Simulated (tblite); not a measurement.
**Ga12N12H14: geometry relaxation**

Ga12N12H14, computed with GFN2-xTB geometry optimisation, gas phase (tblite 0.8.0).

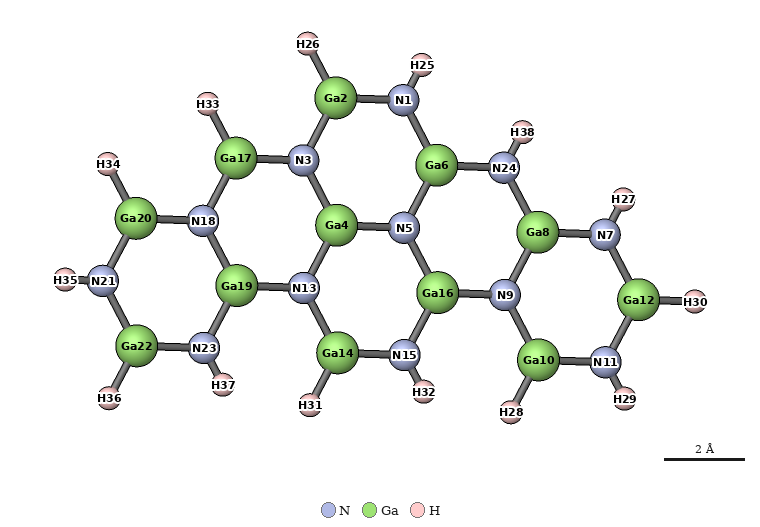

Figure 1. The starting structure (ball-and-stick view, seen at an oblique angle; atoms are numbered from 1 in the order of the input). Sticks mark near contacts. Bond lengths as drawn: Ga–H 1.55 Å, Ga–N 1.84 to 1.86 Å and H–N 1.04 to 1.05 Å.

### Input
```
{"job": {"kind": "relax", "xc": "GFN2-xTB", "basis": "xTB"}, "charge": 0, "multiplicity": 1}
N      2.810800     2.954500    -0.001600
Ga     1.200600     3.883900    -0.006900
N     -0.393200     2.954000     0.001000
Ga    -0.399100     1.110700    -0.006200
N      1.202800     0.180100     0.003400
Ga     2.802600     1.105800    -0.002600
N      6.010300    -2.592000    -0.003300
Ga     4.411500    -1.666000     0.001500
N      2.808600    -2.595800    -0.000400
Ga     2.803100    -4.444500     0.001600
N      4.406000    -5.369900    -0.002100
Ga     6.007700    -4.445700    -0.000000
N     -2.003900     0.182000     0.005000
Ga    -1.998300    -1.669300    -0.002700
N     -0.400600    -2.588600     0.000200
Ga     1.201900    -1.668100     0.006300
Ga    -2.000100     3.883200     0.000900
N     -3.603800     2.952900    -0.001000
Ga    -3.603300     1.108100     0.002500
Ga    -5.202000     3.882200     0.002700
N     -6.809300     2.960100     0.001500
Ga    -6.807900     1.107800    -0.000200
N     -5.201400     0.185900     0.006600
N      4.403900     0.177000    -0.001500
H      3.707100     3.478900     0.000900
H      1.197700     5.430400     0.002500
H      6.911600    -2.071400    -0.000700
H      1.463000    -5.218100     0.001200
H      4.408700    -6.408300    -0.002000
H      7.353700    -5.218300     0.003400
H     -3.339300    -2.443100    -0.001100
H     -0.400300    -3.632400     0.000200
H     -2.001500     5.431400    -0.001900
H     -5.202700     5.430000     0.003700
H     -7.706400     3.478100    -0.003300
H     -8.148800     0.333500    -0.002900
H     -5.205600    -0.858600    -0.004100
H      5.309600     0.703800    -0.002600
```

The first line tells a small driver script what to run in tblite; the rest is the geometry in Å.

Hardware: 2 CPU threads, shared host.

Launched with:
```bash
OMP_NUM_THREADS=2 python <driver script> task.json out
```

### The program's output
```
step      E/eV     max force
  0   -1543.64510    1.137
  1   -1543.72055    0.288
  2   -1543.73299    0.250
  3   -1543.74979    0.222
  4   -1543.75679    0.257
  5   -1543.76931    0.170
  6   -1543.77381    0.107
  7   -1543.77713    0.100
  8   -1543.77948    0.085
  9   -1543.78124    0.069
 10   -1543.78216    0.061
 11   -1543.78277    0.043
 12   -1543.78331    0.043
 13   -1543.78388    0.049
 14   -1543.78442    0.053
 15   -1543.78488    0.045
 16   -1543.78521    0.032
 17   -1543.78546    0.041
 18   -1543.78571    0.037
 19   -1543.78599    0.037
 20   -1543.78629    0.037
 21   -1543.78654    0.033
 22   -1543.78673    0.029
 23   -1543.78689    0.026
 24   -1543.78703    0.027
 25   -1543.78715    0.021
 26   -1543.78724    0.018
```

### Trajectory as extended XYZ (Å, eV, eV/Å), 6 of the 24 frames kept, from step=0 to step=26
```
38
Properties=species:S:1:pos:R:3:forces:R:3 step=0 energy=-1543.64510
N     2.8108    2.9545   -0.0016    0.2330   0.5910  -0.0030
Ga    1.2006    3.8839   -0.0069    0.3020  -0.1810   0.0140
N    -0.3932    2.9540    0.0010   -0.1070   0.1520  -0.0090
Ga   -0.3991    1.1107   -0.0062   -0.0410  -0.1780   0.0200
N     1.2028    0.1801    0.0034   -0.0960   0.0200  -0.0040
Ga    2.8026    1.1058   -0.0026    0.2040  -0.0460   0.0050
N     6.0103   -2.5920   -0.0033    0.5990   0.0570   0.0040
Ga    4.4115   -1.6660    0.0015   -0.0440   0.0980  -0.0040
N     2.8086   -2.5958   -0.0004    0.0780  -0.0850   0.0050
Ga    2.8031   -4.4445    0.0016    0.0080  -0.0080  -0.0030
N     4.4060   -5.3699   -0.0021   -0.0230  -0.4670   0.0020
Ga    6.0077   -4.4457    0.0000    0.1000   0.0940  -0.0010
N    -2.0039    0.1820    0.0050    0.2150  -0.1640  -0.0090
Ga   -1.9983   -1.6693   -0.0027    0.0550   0.1500   0.0080
N    -0.4006   -2.5886    0.0002   -0.1350  -0.7550  -0.0010
Ga    1.2019   -1.6681    0.0063    0.2130   0.0460  -0.0110
Ga   -2.0001    3.8832    0.0009    0.0440  -0.3490  -0.0020
N    -3.6038    2.9529   -0.0010   -0.0270   0.1310   0.0000
Ga   -3.6033    1.1081    0.0025    0.1330  -0.0850  -0.0010
Ga   -5.2020    3.8822    0.0027   -0.1600  -0.0620  -0.0010
N    -6.8093    2.9601    0.0015   -0.2600   0.1980  -0.0030
Ga   -6.8079    1.1078   -0.0002    0.0470  -0.0310   0.0010
N    -5.2014    0.1859    0.0066   -0.2400  -0.6550  -0.0110
N     4.4039    0.1770   -0.0015    0.7600   0.5430   0.0000
H     3.7071    3.4789    0.0009   -0.6800  -0.4870  -0.0040
H     1.1977    5.4304    0.0025   -0.0370   0.0760  -0.0040
H     6.9116   -2.0714   -0.0007   -0.7830  -0.3990  -0.0010
H     1.4630   -5.2181    0.0012   -0.0480  -0.0620   0.0010
H     4.4087   -6.4083   -0.0020    0.0020   0.7670   0.0000
H     7.3537   -5.2183    0.0034   -0.0010   0.0030   0.0000
H    -3.3393   -2.4431   -0.0011   -0.0440  -0.0650  -0.0020
H    -0.4003   -3.6324    0.0002    0.0520   0.9470   0.0000
H    -2.0015    5.4314   -0.0019    0.0020   0.1280   0.0010
H    -5.2027    5.4300    0.0037    0.0400   0.0730   0.0000
H    -7.7064    3.4781   -0.0033    0.5910  -0.3470   0.0040
H    -8.1488    0.3335   -0.0029   -0.0240  -0.0320   0.0000
H    -5.2056   -0.8586   -0.0041    0.0590   0.9440   0.0110
H     5.3096    0.7038   -0.0026   -0.9900  -0.5610   0.0010
38
Properties=species:S:1:pos:R:3:forces:R:3 step=5 energy=-1543.76931
N     2.7872    2.9619   -0.0024    0.0470  -0.0590  -0.0020
Ga    1.2104    3.8812   -0.0041   -0.1460   0.0870   0.0070
N    -0.3879    2.9562   -0.0010   -0.0250  -0.0460  -0.0040
Ga   -0.3964    1.1045   -0.0023    0.0920  -0.0050   0.0080
N     1.2087    0.1843    0.0025    0.0210  -0.0330  -0.0020
Ga    2.8134    1.1116   -0.0016   -0.1530  -0.0560   0.0020
N     5.9983   -2.6164   -0.0028   -0.0280   0.0700   0.0010
Ga    4.4144   -1.6593    0.0005   -0.0810  -0.0840  -0.0020
N     2.8261   -2.6047    0.0007   -0.0700  -0.0020   0.0030
Ga    2.8007   -4.4504    0.0010   -0.0790   0.0580  -0.0010
N     4.4100   -5.3453   -0.0017   -0.0070  -0.0050   0.0010
Ga    6.0186   -4.4478   -0.0001    0.0430  -0.0510   0.0000
N    -1.9826    0.1661    0.0033   -0.0630   0.0780  -0.0030
Ga   -1.9954   -1.6678   -0.0010   -0.0660  -0.0300   0.0040
N    -0.4018   -2.5731    0.0001    0.1100   0.0140   0.0000
Ga    1.2217   -1.6681    0.0040    0.0700   0.0690  -0.0060
Ga   -1.9999    3.8565    0.0003   -0.0300   0.0520  -0.0020
N    -3.6164    2.9537   -0.0009    0.0440  -0.0490   0.0010
Ga   -3.5894    1.0976    0.0023    0.0390   0.0730  -0.0010
Ga   -5.2142    3.8845    0.0024    0.1350   0.0400  -0.0010
N    -6.7900    2.9431    0.0013   -0.0060   0.0110  -0.0010
Ga   -6.8125    1.1035   -0.0002   -0.0740  -0.0580  -0.0010
N    -5.2156    0.2056    0.0058    0.1310   0.0000  -0.0020
N     4.3967    0.1797   -0.0014    0.0320  -0.0020   0.0010
H     3.6781    3.4490    0.0003    0.0080   0.0000  -0.0010
H     1.1913    5.4322    0.0017   -0.0160   0.0040  -0.0020
H     6.8681   -2.0890   -0.0006   -0.0270  -0.0160   0.0000
H     1.4574   -5.2285    0.0014    0.0120  -0.0250   0.0000
H     4.4103   -6.3637   -0.0019    0.0090   0.0430   0.0000
H     7.3557   -5.2190    0.0033    0.0490  -0.0280   0.0000
H    -3.3398   -2.4503   -0.0016    0.0220  -0.0120  -0.0010
H    -0.3912   -3.5913    0.0003    0.0300   0.0670   0.0000
H    -2.0010    5.4323   -0.0016    0.0050  -0.1070   0.0010
H    -5.1960    5.4370    0.0038    0.0060  -0.0020   0.0000
H    -7.6700    3.4542   -0.0029    0.0010  -0.0210   0.0010
H    -8.1511    0.3294   -0.0029   -0.0260  -0.0220   0.0000
H    -5.1976   -0.8129   -0.0034    0.0010   0.0440   0.0020
H     5.2757    0.6873   -0.0026   -0.0090   0.0020   0.0000
38
Properties=species:S:1:pos:R:3:forces:R:3 step=9 energy=-1543.78124
N     2.7789    2.9569   -0.0029   -0.0410   0.0180   0.0000
Ga    1.1972    3.8884   -0.0021    0.0160  -0.0380   0.0020
N    -0.3922    2.9504   -0.0021   -0.0210  -0.0130   0.0000
Ga   -0.3865    1.1007    0.0001   -0.0590  -0.0050   0.0010
N     1.2106    0.1802    0.0020   -0.0280   0.0100   0.0000
Ga    2.8015    1.1065   -0.0009    0.0500   0.0240   0.0000
N     5.9867   -2.6192   -0.0025    0.0060  -0.0080   0.0010
Ga    4.4042   -1.6660   -0.0002   -0.0120   0.0130  -0.0010
N     2.8197   -2.6072    0.0014   -0.0310   0.0040   0.0010
Ga    2.7903   -4.4465    0.0006    0.0050  -0.0300  -0.0010
N     4.4084   -5.3322   -0.0015   -0.0170   0.0060   0.0000
Ga    6.0270   -4.4531   -0.0002   -0.0050   0.0120   0.0000
N    -1.9819    0.1708    0.0024    0.0280  -0.0120  -0.0010
Ga   -1.9987   -1.6686    0.0000    0.0510   0.0460   0.0010
N    -0.3885   -2.5572    0.0001   -0.0260   0.0310   0.0000
Ga    1.2344   -1.6598    0.0022   -0.0560  -0.0100  -0.0020
Ga   -2.0025    3.8532   -0.0002    0.0360  -0.0220  -0.0010
N    -3.6117    2.9502   -0.0006    0.0360   0.0440   0.0010
Ga   -3.5803    1.1044    0.0020    0.0030   0.0060  -0.0010
Ga   -5.2012    3.8880    0.0021   -0.0130  -0.0280  -0.0010
N    -6.7795    2.9383    0.0011    0.0200   0.0070  -0.0010
Ga   -6.8187    1.0952   -0.0002    0.0510   0.0200   0.0000
N    -5.2041    0.2183    0.0053   -0.0150  -0.0010  -0.0020
N     4.3906    0.1759   -0.0012   -0.0270  -0.0140   0.0010
H     3.6724    3.4408   -0.0001   -0.0220  -0.0080  -0.0010
H     1.1860    5.4362    0.0011   -0.0260   0.0340  -0.0010
H     6.8556   -2.0927   -0.0006    0.0090   0.0310   0.0000
H     1.4569   -5.2363    0.0015   -0.0070  -0.0250   0.0000
H     4.4114   -6.3495   -0.0018   -0.0130  -0.0140   0.0000
H     7.3653   -5.2244    0.0032    0.0290  -0.0180   0.0000
H    -3.3379   -2.4558   -0.0019    0.0080  -0.0210   0.0000
H    -0.3824   -3.5745    0.0003    0.0420   0.0160   0.0000
H    -2.0000    5.4176   -0.0014    0.0060  -0.0050   0.0000
H    -5.1924    5.4397    0.0038    0.0160   0.0030   0.0000
H    -7.6616    3.4460   -0.0026    0.0070   0.0060   0.0010
H    -8.1578    0.3230   -0.0030   -0.0200  -0.0270   0.0000
H    -5.1937   -0.7989   -0.0028    0.0330  -0.0210   0.0020
H     5.2685    0.6853   -0.0026   -0.0130  -0.0070   0.0000
38
Properties=species:S:1:pos:R:3:forces:R:3 step=15 energy=-1543.78488
N     2.7691    2.9572   -0.0032   -0.0080   0.0310   0.0000
Ga    1.1898    3.8893   -0.0007    0.0310   0.0100   0.0000
N    -0.3921    2.9438   -0.0023   -0.0090   0.0270   0.0010
Ga   -0.3928    1.0999    0.0009    0.0190  -0.0190  -0.0020
N     1.2065    0.1864    0.0020   -0.0100  -0.0120   0.0000
Ga    2.8003    1.1093   -0.0006   -0.0060  -0.0180   0.0000
N     5.9854   -2.6179   -0.0022    0.0010  -0.0140   0.0000
Ga    4.3966   -1.6707   -0.0007   -0.0100  -0.0060   0.0000
N     2.8083   -2.6092    0.0020   -0.0140  -0.0030   0.0000
Ga    2.7853   -4.4511    0.0002   -0.0010   0.0050   0.0000
N     4.4072   -5.3302   -0.0013    0.0000  -0.0020   0.0000
Ga    6.0306   -4.4544    0.0000    0.0020   0.0170   0.0000
N    -1.9827    0.1723    0.0018   -0.0130   0.0080   0.0000
Ga   -1.9961   -1.6623    0.0007   -0.0160  -0.0120   0.0000
N    -0.3912   -2.5486    0.0001    0.0170  -0.0100   0.0000
Ga    1.2262   -1.6534    0.0010    0.0380   0.0250   0.0010
Ga   -1.9930    3.8522   -0.0008   -0.0190  -0.0030   0.0000
N    -3.6033    2.9565    0.0000    0.0030  -0.0060   0.0010
Ga   -3.5774    1.1100    0.0016   -0.0180   0.0080   0.0000
Ga   -5.1967    3.8866    0.0018    0.0090  -0.0040   0.0000
N    -6.7734    2.9373    0.0008    0.0040  -0.0020  -0.0010
Ga   -6.8147    1.0941   -0.0003    0.0170  -0.0240   0.0000
N    -5.1989    0.2181    0.0045   -0.0010  -0.0030  -0.0010
N     4.3834    0.1716   -0.0008   -0.0090  -0.0020   0.0000
H     3.6633    3.4387   -0.0004   -0.0020   0.0180   0.0000
H     1.1735    5.4409    0.0006   -0.0250  -0.0090   0.0000
H     6.8509   -2.0843   -0.0007   -0.0150   0.0060   0.0000
H     1.4543   -5.2490    0.0016    0.0060  -0.0140   0.0000
H     4.4068   -6.3479   -0.0017   -0.0010  -0.0050   0.0000
H     7.3728   -5.2295    0.0030   -0.0200   0.0090   0.0000
H    -3.3273   -2.4612   -0.0021   -0.0060  -0.0110   0.0000
H    -0.3664   -3.5647    0.0004   -0.0070  -0.0190   0.0000
H    -1.9958    5.4126   -0.0012    0.0180   0.0290   0.0000
H    -5.1851    5.4382    0.0039    0.0080   0.0050   0.0000
H    -7.6550    3.4458   -0.0020    0.0030   0.0060   0.0010
H    -8.1568    0.3167   -0.0030    0.0260   0.0050   0.0000
H    -5.1793   -0.7996   -0.0020    0.0170   0.0030   0.0010
H     5.2617    0.6805   -0.0028   -0.0060  -0.0130   0.0000
38
Properties=species:S:1:pos:R:3:forces:R:3 step=20 energy=-1543.78629
N     2.7663    2.9616   -0.0031    0.0250  -0.0120   0.0000
Ga    1.1902    3.8928   -0.0003   -0.0370  -0.0020  -0.0010
N    -0.3920    2.9464   -0.0020   -0.0040  -0.0120   0.0010
Ga   -0.3950    1.0999    0.0006   -0.0070   0.0240  -0.0010
N     1.2040    0.1884    0.0021    0.0050   0.0130   0.0000
Ga    2.7976    1.1109   -0.0006   -0.0060   0.0150   0.0000
N     5.9830   -2.6182   -0.0021   -0.0160   0.0200   0.0000
Ga    4.3908   -1.6753   -0.0007   -0.0010   0.0030   0.0010
N     2.8022   -2.6117    0.0020    0.0180  -0.0160  -0.0010
Ga    2.7830   -4.4539    0.0001   -0.0040  -0.0030   0.0000
N     4.4070   -5.3303   -0.0012   -0.0060  -0.0020   0.0000
Ga    6.0301   -4.4527    0.0001   -0.0170  -0.0090   0.0000
N    -1.9868    0.1736    0.0016    0.0070  -0.0120   0.0000
Ga   -1.9962   -1.6629    0.0008    0.0050  -0.0140  -0.0010
N    -0.3878   -2.5480    0.0000   -0.0080  -0.0050   0.0000
Ga    1.2279   -1.6483    0.0007   -0.0150  -0.0250   0.0010
Ga   -1.9924    3.8552   -0.0009    0.0090   0.0320   0.0010
N    -3.6007    2.9579    0.0005   -0.0050   0.0030   0.0000
Ga   -3.5799    1.1136    0.0013    0.0290  -0.0100   0.0000
Ga   -5.1937    3.8859    0.0015   -0.0020   0.0180   0.0000
N    -6.7695    2.9348    0.0004    0.0060   0.0030  -0.0010
Ga   -6.8080    1.0906   -0.0005   -0.0140   0.0140   0.0000
N    -5.1955    0.2156    0.0036    0.0230  -0.0080  -0.0010
N     4.3770    0.1675   -0.0004   -0.0010  -0.0010   0.0000
H     3.6591    3.4451   -0.0007    0.0130   0.0110   0.0000
H     1.1585    5.4416    0.0004   -0.0080   0.0150   0.0000
H     6.8441   -2.0777   -0.0007   -0.0060  -0.0050   0.0000
H     1.4558   -5.2597    0.0016    0.0090  -0.0030   0.0000
H     4.4044   -6.3483   -0.0016    0.0080   0.0070   0.0000
H     7.3694   -5.2285    0.0028   -0.0010   0.0020   0.0000
H    -3.3253   -2.4682   -0.0020    0.0010  -0.0010   0.0000
H    -0.3612   -3.5648    0.0005   -0.0080   0.0080   0.0000
H    -1.9874    5.4194   -0.0012    0.0060  -0.0090   0.0000
H    -5.1786    5.4383    0.0039    0.0010  -0.0030   0.0000
H    -7.6494    3.4467   -0.0015    0.0050  -0.0130   0.0000
H    -8.1475    0.3145   -0.0029    0.0000  -0.0070   0.0000
H    -5.1660   -0.8015   -0.0010    0.0000  -0.0090   0.0010
H     5.2567    0.6736   -0.0030   -0.0020  -0.0070   0.0000
38
Properties=species:S:1:pos:R:3:forces:R:3 step=26 energy=-1543.78724
N     2.7675    2.9672   -0.0030   -0.0080   0.0030   0.0000
Ga    1.1855    3.8946   -0.0005    0.0030   0.0050  -0.0010
N    -0.3960    2.9472   -0.0015    0.0090  -0.0040   0.0000
Ga   -0.3969    1.1021    0.0002    0.0020  -0.0050   0.0010
N     1.2022    0.1906    0.0022    0.0110  -0.0090   0.0000
Ga    2.7949    1.1154   -0.0006    0.0000   0.0170   0.0000
N     5.9766   -2.6159   -0.0020   -0.0020   0.0000   0.0000
Ga    4.3847   -1.6762   -0.0005   -0.0060   0.0020   0.0000
N     2.8001   -2.6169    0.0017   -0.0140   0.0100   0.0000
Ga    2.7801   -4.4577    0.0002    0.0000  -0.0050   0.0000
N     4.4045   -5.3306   -0.0012    0.0050  -0.0040   0.0000
Ga    6.0252   -4.4508    0.0002    0.0000   0.0010   0.0000
N    -1.9843    0.1693    0.0014    0.0040   0.0020   0.0000
Ga   -1.9969   -1.6671    0.0005    0.0100   0.0050   0.0000
N    -0.3883   -2.5492   -0.0002    0.0050  -0.0030   0.0000
Ga    1.2273   -1.6486    0.0009   -0.0150  -0.0040   0.0000
Ga   -1.9918    3.8632   -0.0007    0.0000  -0.0080   0.0010
N    -3.5980    2.9608    0.0009    0.0030  -0.0060   0.0000
Ga   -3.5733    1.1147    0.0011    0.0010   0.0020   0.0000
Ga   -5.1907    3.8892    0.0014    0.0030  -0.0090   0.0000
N    -6.7637    2.9341   -0.0001    0.0000  -0.0080   0.0000
Ga   -6.8022    1.0891   -0.0006    0.0150   0.0000   0.0000
N    -5.1879    0.2131    0.0025    0.0040   0.0080  -0.0010
N     4.3706    0.1655    0.0000    0.0000   0.0080   0.0000
H     3.6597    3.4531   -0.0008   -0.0060  -0.0040   0.0000
H     1.1443    5.4456    0.0004    0.0000  -0.0060   0.0000
H     6.8370   -2.0747   -0.0007    0.0030  -0.0030   0.0000
H     1.4589   -5.2696    0.0015   -0.0110  -0.0050   0.0000
H     4.4058   -6.3483   -0.0015    0.0040  -0.0060   0.0000
H     7.3655   -5.2263    0.0025   -0.0040   0.0060   0.0000
H    -3.3233   -2.4735   -0.0018   -0.0120  -0.0050   0.0000
H    -0.3610   -3.5657    0.0007   -0.0040  -0.0040   0.0000
H    -1.9790    5.4249   -0.0013   -0.0020   0.0090   0.0000
H    -5.1736    5.4400    0.0038   -0.0020   0.0120   0.0000
H    -7.6452    3.4429   -0.0009   -0.0010  -0.0070   0.0000
H    -8.1408    0.3101   -0.0029    0.0020  -0.0010   0.0000
H    -5.1568   -0.8044    0.0000   -0.0030   0.0080   0.0000
H     5.2530    0.6666   -0.0033    0.0040   0.0070   0.0000
```

### Summary

| quantity | value |
| --- | --- |
| outcome | converged |
| total energy | −1543.7872 eV |
| HOMO | −10.58 eV |
| LUMO | −8.21 eV |
| point group | Cs |
| dipole moment | 0.15 D |
| wall time | 2.5 s (CPU time 3.3 s) |
| peak memory | 0.16 GiB |
